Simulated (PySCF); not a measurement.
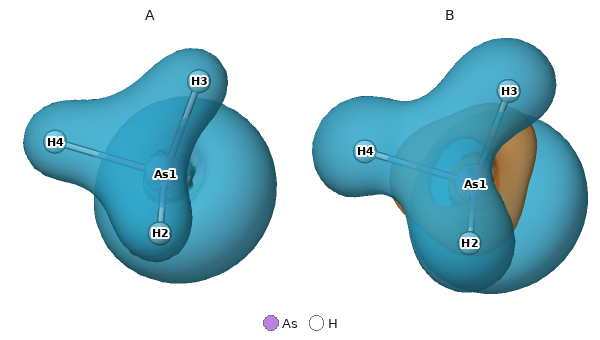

Figure 1: AsH3, SMILES `[AsH3]`. The Fukui function f⁻ from two separate SCF calculations and the density of the HOMO, at ±0.03 e/Å³ (light blue positive, orange negative).

PySCF calculation, ωB97X/def2-TZVP, gas phase; geometry: GFN2-xTB. No frequency check shows the geometry to be a minimum. GFN2-xTB bond lengths at metals and heavier atoms can be off by up to 0.1 Å and shapes distorted, which carries into these values.

Question: Which panel is which, and how good is the frozen-orbital picture?

Answer: B is f⁻ (it has negative regions), A the HOMO density. The HOMO lies on As1 (78 %) and H2, H3 and H4 (7 % each); f⁻ (Hirshfeld-condensed) is largest on As1 (0.61); the vertical ionisation energy is 10.69 eV. Relaxation shifts 17 % of the electron between atoms. The orbital energy is −10.27 eV.
